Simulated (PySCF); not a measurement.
The calculation's input:

```
{"job": {"kind": "nmr", "xc": "PBE0", "basis": "pcSseg-1"}, "charge": 0, "multiplicity": 1}
C     -2.356858     0.381451     0.275661
C     -0.957052     0.932114    -0.015709
N     -0.506850     0.644001    -1.374979
C      0.088311     0.394649     0.981504
C      0.311285    -1.086493     0.825857
N      1.229234    -1.655177     0.199516
Si     2.560342    -1.036433    -0.736474
O      2.260771     0.360334    -1.510177
H     -2.378463    -0.698225     0.139969
H     -3.084762     0.827230    -0.401033
H     -2.654654     0.610593     1.295573
H     -0.980708     2.025016     0.083037
H     -0.571469    -0.354907    -1.551106
H     -1.094109     1.118223    -2.052161
H     -0.255823     0.604695     1.995577
H      1.031292     0.912583     0.807596
H     -0.434160    -1.720377     1.316744
H      3.682302    -0.791072     0.161673
H      2.769486    -2.112235    -1.701800
H      1.336737     0.654708    -1.587165
```

Launched as:

```sh
OMP_NUM_THREADS=1 python probes_run.py task.json out
```

Geometry: GFN2-xTB.

Level of theory: PySCF 2.14.0, PBE0/pcSseg-1, SCF density, gas phase, non-relativistic.

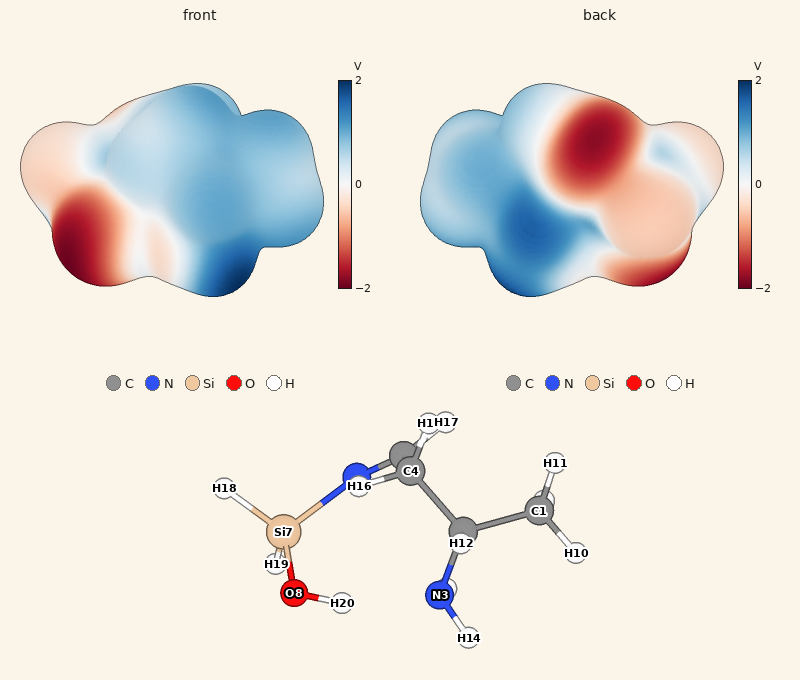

C₄H₁₂N₂OSi. The electrostatic potential painted on the density surface at 0.002 e/bohr³, seen from the front and from behind; red is negative and blue positive. The bare structure is drawn below in the same view.

Question: Where is the surface potential most negative and most positive?

Answer: The most negative region (about −1.9 V) lies over O8, the most positive (about +1.9 V) over H14. O8 is the likeliest acceptor of a hydrogen bond.

Question: How polar is the molecule by this calculation?

Answer: Its dipole moment is 4.84 D.
